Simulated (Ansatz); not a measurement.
## Frequency calculation, with input and output: GeH3BrClF

The run: frequency calculation of GeH3BrClF. Method and program: RKS B3LYP/def2-SVP (Ansatz 0.2.0).

It belongs to a series of runs on one base structure; here: vibrations at the highest image of the band. Figures and captions count atoms from 1; the log counts them from 0 in places.

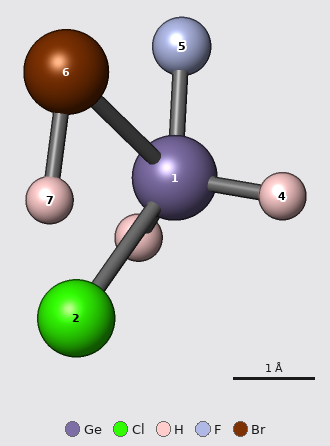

Fig. 1: The input geometry (ball-and-stick view, seen at an oblique angle; atoms are numbered from 1 in the order of the input). Sticks mark near contacts.

### Results in brief

```tsv
quantity	value
outcome	converged
total energy	−141834.4429 eV
mean-field energy	−141834.4429 eV
largest force (length of the vector)	0.035 eV/Å
hardware	4 threads of Intel Xeon (Sapphire Rapids), 16 GiB of memory available, shared host
wall time	43 s (CPU time 2.6 min)
peak memory	0.31 GiB
```

### Input
```yaml
crystal:
  periodic: [false, false, false]
  atoms:
    - { symbol: Ge, position_ang: [-0.115296, 0.013788, -0.019553] }
    - { symbol: Cl, position_ang: [-0.014972, 0.649539, 2.392199] }
    - { symbol: H, position_ang: [1.304312, -0.538929, 0.139625] }
    - { symbol: H, position_ang: [-0.444564, 1.425344, -0.500534] }
    - { symbol: F, position_ang: [-0.681588, -1.061937, -1.285771] }
    - { symbol: Br, position_ang: [-2.545746, -0.644651, 1.083752] }
    - { symbol: H, position_ang: [-1.579746, 0.050747, 2.155382] }
basis:
  gaussian: { orbitals: def2-SVP }
hamiltonian:
  xc: b3lyp
phonons: {}
```

Launched with:
```bash
ansatz run input.yaml --threads 4 --pin off --max-ram 5120MiB --backend cpu --events-out ev --progress --plain --runs-dir out
```

### The program's output
```
Engine: ansatz 0.2.0, x86_64-unknown-linux-gnu
Functional definition: B3LYP
  parameter a0 = 0.2
  parameter ax = 0.72
  parameter ac = 0.81
  exchange = (1 - a0 - ax)*slater_x + ax*b88_x + a0*exact_x
  correlation = (1 - ac)*vwn_rpa_c + ac*lyp_c
1143 factors; integrals over basis functions are off by at most 3.9e-4 eV
mean field evaluation 1: about -141832.0011 eV, gradient 3.9e1 eV
mean field evaluation 2: about -141823.4937 eV, gradient 8.3e1 eV
mean field evaluation 4: about -141834.4171 eV, gradient 3.4e0 eV
mean field evaluation 8: about -141834.4426 eV, gradient 1.5e-1 eV
mean field evaluation 16: about -141834.4426 eV, gradient 3.5e-5 eV
mean field -141834.44263621 eV, -5212.3196280426 hartree, gradient 3.5e-5 eV, S^2 0.000000; 0 other end points of the search recorded, 0 dependent functions left out
the calculation of the forces begins
reference -141834.44287457 eV, -5212.3196368020 hartree; 48, 48 occupied and 63, 63 virtual orbitals, 1143 factors
these checks for a lower state are left out or cut short: stability, starts, cluster_reference, orbital_swaps, neighbouring_geometries, increment
1143 factors; integrals over basis functions are off by at most 3.9e-4 eV
mean field -141834.44253790 eV, -5212.3196244297 hartree, gradient 1.3e-6 eV, S^2 0.000000; 0 other end points of the search recorded, 0 dependent functions left out
[... from here on the field's lines of each further geometry are left out, up to the last ...]
the calculation of the forces begins
reference -141834.44284632 eV, -5212.3196357640 hartree; 48, 48 occupied and 63, 63 virtual orbitals, 1143 factors
these checks for a lower state are left out or cut short: stability, starts, cluster_reference, orbital_swaps, neighbouring_geometries, increment
1143 factors; integrals over basis functions are off by at most 3.9e-4 eV
mean field -141834.44263265 eV, -5212.3196279115 hartree, gradient 1.4e-6 eV, S^2 0.000000; 0 other end points of the search recorded, 0 dependent functions left out
the calculation of the forces begins
reference -141834.44287099 eV, -5212.3196366704 hartree; 48, 48 occupied and 63, 63 virtual orbitals, 1143 factors
WARN: phonons: modes at or below zero, which the zero-point energy, F, S and C_V leave out: 1, the lowest at -419.03 cm⁻¹. A minimum has none, and a first-order saddle one
Total energy: -141834.44287457 eV, -5212.3196368020 hartree
Atom 0 at    -0.115296     0.013788    -0.019553 Å, force    -0.010029     0.026431     0.020087 eV/Å
Atom 1 at    -0.014972     0.649539     2.392199 Å, force     0.016023     0.000140     0.004093 eV/Å
Atom 2 at     1.304312    -0.538929     0.139625 Å, force    -0.000206    -0.006556     0.013642 eV/Å
Atom 3 at    -0.444564     1.425344    -0.500534 Å, force     0.002035     0.003060    -0.013745 eV/Å
Atom 4 at    -0.681588    -1.061937    -1.285771 Å, force    -0.005040    -0.012696    -0.022286 eV/Å
Atom 5 at    -2.545746    -0.644651     1.083752 Å, force     0.001369    -0.005643     0.003156 eV/Å
Atom 6 at    -1.579746     0.050747     2.155382 Å, force    -0.004152    -0.004735    -0.004946 eV/Å
Dipole moment:     0.143482     0.202423     0.012407 e Å
Vibrations: -419.03 54.48 151.66 218.27 277.71 415.66 492.61 572.65 696.12 746.59 765.63 893.13 1236.90 2164.53 2213.67 cm⁻¹, zero-point energy 0.675690 eV
```

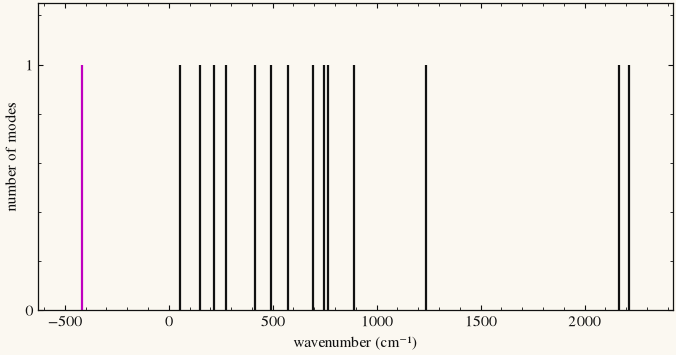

Fig. 2: Harmonic vibrational wavenumbers from the force constants; neighbouring modes closer than 12 cm⁻¹ are counted in one stick, and imaginary ones are drawn at negative wavenumbers. 15 modes from 419i to 2214 cm⁻¹, 1 imaginary beyond 8i (419i cm⁻¹): a first-order saddle point, if the geometry is stationary.
